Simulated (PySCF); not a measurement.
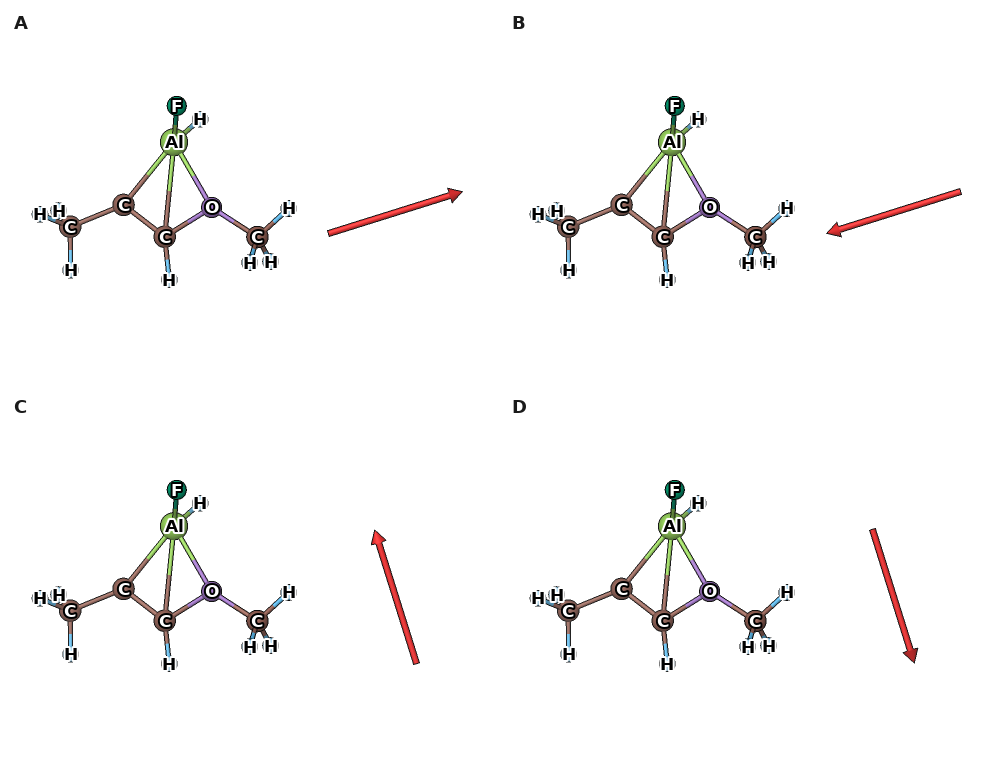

The same molecule four times, each with an arrow. Computed geometry: GFN2-xTB optimisation. No frequency run is at hand to confirm it as a minimum. Level of theory: B3LYP/def2-SVPD, gas phase (PySCF 2.14.0).

Question: Which arrow points along the dipole moment, from the negative to the positive end?

Answer: D. The dipole moment is 4.48 D.

The geometry is semi-empirical. Around Al such bond lengths and angles can be off by a tenth of an ångström or more and by several degrees, and values that hang on the shape move with them.
